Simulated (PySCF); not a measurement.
Consider C7H13AlO2 (SMILES CC(C)(C)C1=C[O][AlH2-][O+]=C1).

```xyz
23

C    -1.6632   -0.7463   -1.0640
C    -1.0709   -0.0098    0.1452
C    -1.4194   -0.7601    1.4383
C    -1.7047    1.3820    0.2220
C     0.4445    0.0528   -0.0126
C     1.1499    1.2421   -0.1690
O     2.4090    1.3244   -0.3148
Al    3.7157    0.0729   -0.3754
O     2.4420   -1.2089   -0.1542
C     1.1858   -1.1302   -0.0244
H    -2.7456   -0.7979   -0.9751
H    -1.2791   -1.7596   -1.1375
H    -1.4168   -0.2212   -1.9838
H    -1.0873   -1.7935    1.4061
H    -2.4964   -0.7591    1.5877
H    -0.9550   -0.2757    2.2939
H    -1.3157    1.9428    1.0680
H    -1.5371    1.9456   -0.6920
H    -2.7789    1.2776    0.3558
H     0.6105    2.1944   -0.1720
H     4.2781   -0.0224   -1.8074
H     4.5733    0.1623    0.9031
H     0.6566   -2.0852    0.0860
```

Geometry: GFN2-xTB.

Level of theory: PBE0/pcSseg-1, SCF density, gas phase, non-relativistic in PySCF.

What can the converged electron density and electron localisation function tell about the bonding?

C–O (1.27 Å): ρ at the midpoint is about 2.8 e/Å³; the ELF peaks at about 0.90 between the atoms, as expected for a short, strongly polar bond.
C–C (1.39 Å): ρ at the midpoint is about 2.1 e/Å³; the ELF peaks at about 0.95 between the atoms, as expected for a covalent bond.
Al–O (1.81 Å): ρ is about 0.64 e/Å³ halfway; the ELF peaks at about 0.90 in the valence shell of O, 0.6 Å from its nucleus, and is about 0.50 at the midpoint.
C–H (1.09 Å): ρ at the midpoint is about 2 e/Å³; the ELF climbs to about 1 towards the hydrogen, as it does in any bond to H: a covalent bond by its length.

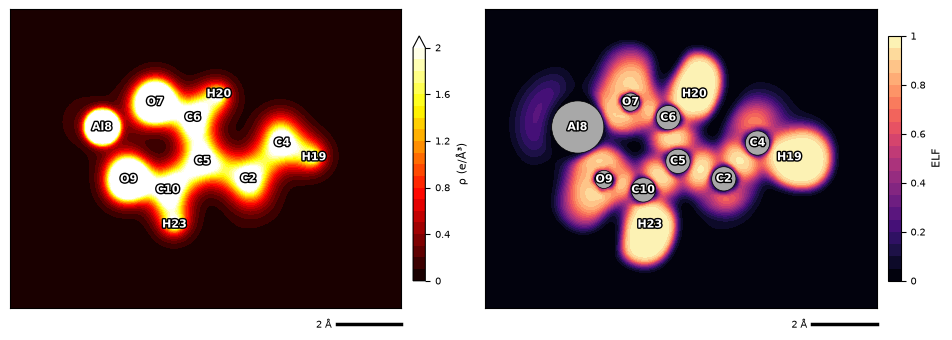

Computed electron density and electron localisation function on the plane of atoms C5, C6 and H20, in this order. Grey discs cover the atomic cores in the ELF map. 
